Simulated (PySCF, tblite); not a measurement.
**C₆H₈FOS radical: geometry, infrared bands and EPR parameters**

What infrared bands and EPR parameters should C₆H₈FOS radical (`C[S@@](=O)[C@]12[CH][C@H](C1)[C@H]2F`) show?

Computed with tblite 0.8.0 and PySCF 2.14.0, with density-fitted response routines of our own, on a single molecule in the gas phase. Atoms are numbered from 0 throughout.

## 1. The starting structure

17 atoms, charge 0, multiplicity 2; geometry from: force field or distance geometry start.

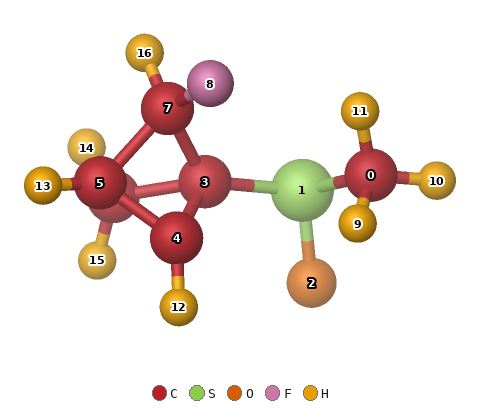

The starting geometry (carbon red, sulfur green, oxygen orange, fluorine pink, hydrogen amber), atoms numbered; sticks join atoms by distance.

## 2. Optimising the geometry with GFN2-xTB

The job: settings as JSON, then the geometry in Å.

```
{"job": {"kind": "relax", "xc": "GFN2-xTB", "basis": "xTB"}, "charge": 0, "multiplicity": 2}
C      2.361700     0.641200     0.196900
S      1.476100    -0.655600    -0.705400
O      1.867600    -1.977400    -0.074800
C     -0.129400    -0.254100    -0.110200
C     -0.548600    -0.250600     1.328500
C     -1.838400     0.099700     0.686900
C     -1.459200    -1.023600    -0.330100
C     -0.953500     1.045400    -0.210800
F     -0.455500     2.166900     0.347100
H      2.188700     0.546400     1.278300
H      3.418700     0.545400    -0.012300
H      2.009400     1.618800    -0.148400
H     -0.361500    -1.023800     2.060800
H     -2.767900     0.297200     1.178600
H     -1.916000    -0.956700    -1.320500
H     -1.523200    -2.062800     0.038700
H     -1.376100     1.255600    -1.205300
```

Launch:

```
OMP_NUM_THREADS=1 python probes_run.py task.json out
```

The driver reads the jobs from task.json and runs them one after another.

**Question.** This job is followed by: GFN2-xTB harmonic vibrations, gas phase; UKS B3LYP, pcH-1 on C F H O S, non-relativistic, mean-field spin-orbit, GIAO. Predict these results of the whole session: strongest single infrared mode (GFN2-xTB); zero-point energy (GFN2-xTB); g(iso) (B3LYP); ⟨S²⟩; largest a(iso) (averaged by class); surface potential, least and greatest.

The runs gave:

```
                                 quantity                  value
strongest single infrared mode (GFN2-xTB)  1136 cm⁻¹, 168 km/mol
             zero-point energy (GFN2-xTB)          78.3 kcal/mol
                           g(iso) (B3LYP)                2.00257
                                     ⟨S²⟩     0.753 (exact 0.75)
       largest a(iso) (averaged by class)   13C on C4, 255.8 MHz
    surface potential, least and greatest     -2.05 V and 1.23 V
```

What this shows: Relaxing lowered the energy by 0.280 eV in 64 steps; the close pair that moved most is S1–C3, from 1.759 to 1.841 Å. All 45 modes are real, so the xTB geometry is a minimum. The strongest single mode, at 1136 cm⁻¹, has its largest shares on O2, C5, S1 and H13 (the list is cut at 4 atoms). GFN2-xTB is a fitted tight-binding method: band positions and strengths are rough. Its intensities can rank the bands wrongly. Most of the unpaired spin sits on C4 (1.00 e). The isotropic g lies 0.3 ppt above the free-electron value.
